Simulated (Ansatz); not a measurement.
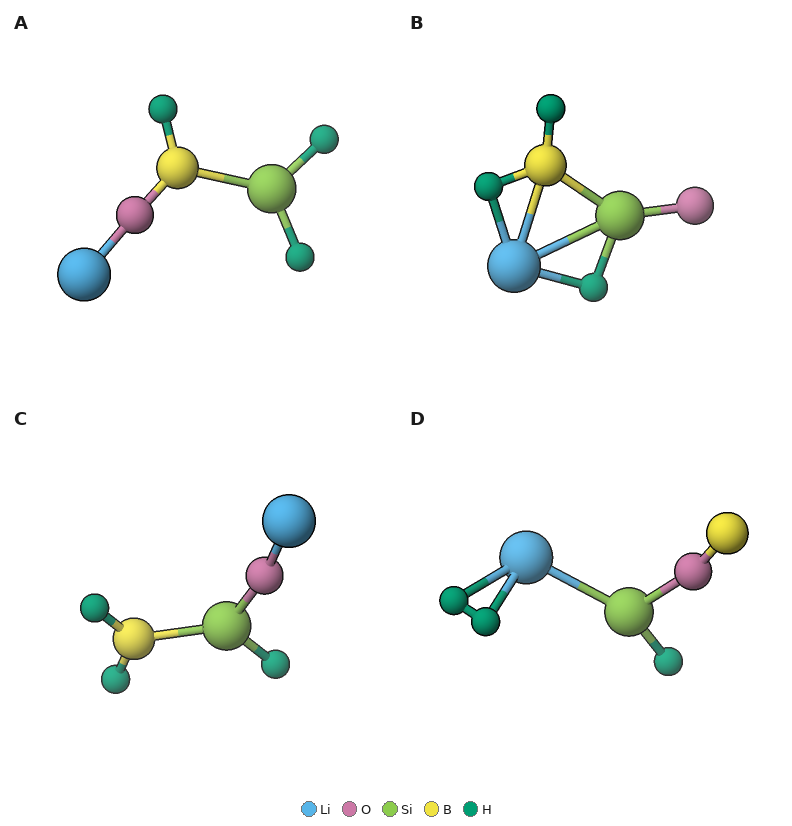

4 stationary structures of one formula. State: neutral, doublet. Geometries: PBE-D4/def2-SVP. Electronic energies: PBE-D4/def2-SVP (Ansatz 0.2.0), without zero-point energy. No frequency run is at hand to confirm each as a minimum. Each is one conformer, not always the lowest.

**Rank them by energy, lowest first.**

A is lowest (Cs); C lies 27.9 kJ/mol above it (Cs), B lies 140.9 kJ/mol above it, D lies 267.0 kJ/mol above it (C1).
